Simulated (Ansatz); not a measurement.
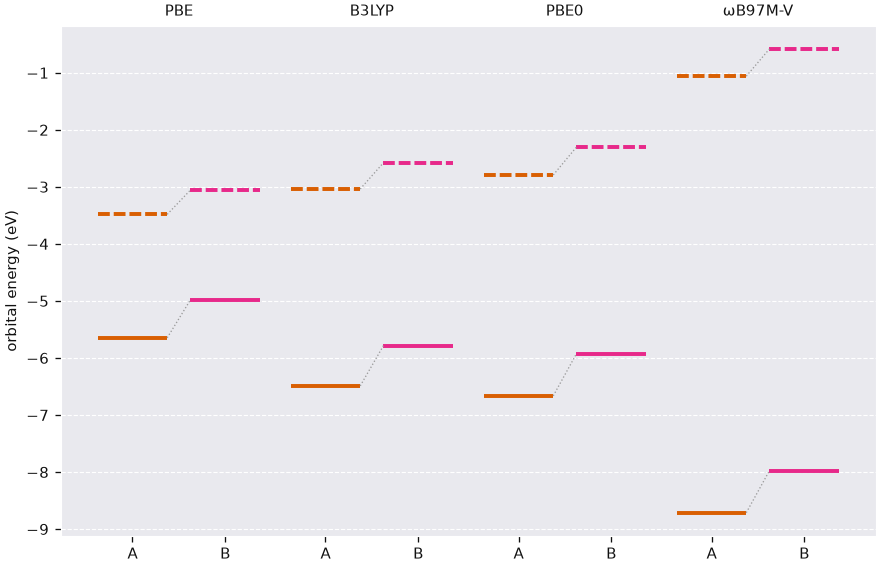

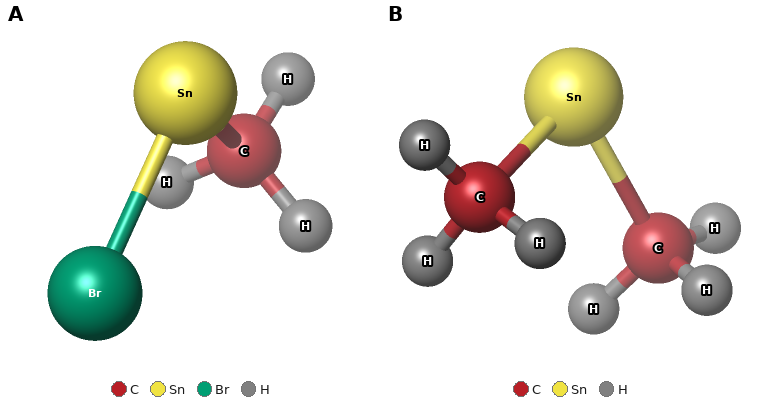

One change: A, CH₃BrSn (SMILES [CH3][Sn][Br]), becomes B, C₂H₆Sn (SMILES [CH3][Sn][CH3]). Br on Sn is replaced by CH₃. HOMO (solid) and LUMO (dashed) computed in def2-TZVPP at PBE0-D4/def2-TZVP geometries, both minima by their frequencies, gas phase, the Ansatz code.

**What does the change do to HOMO and LUMO?**

PBE: the HOMO rises by 0.66 eV, the LUMO rises by 0.42 eV, and the separation goes from 2.16 to 1.93 eV. B3LYP: the HOMO rises by 0.70 eV, the LUMO rises by 0.46 eV, and the separation goes from 3.45 to 3.21 eV. PBE0: the HOMO rises by 0.74 eV, the LUMO rises by 0.49 eV, and the separation goes from 3.87 to 3.62 eV. ωB97M-V: the HOMO rises by 0.74 eV, the LUMO rises by 0.48 eV, and the separation goes from 7.65 to 7.39 eV.

**Do the functionals agree on the effect?**

They agree on the direction for both levels; the HOMO shift lies between 0.66 and 0.74 eV and the LUMO shift between 0.42 and 0.49 eV, while the separations themselves differ by up to 5.5 eV between functionals.

Known limits of this run: core potentials past krypton; spin-orbit coupling is left out, and with Sn it can shift these values.
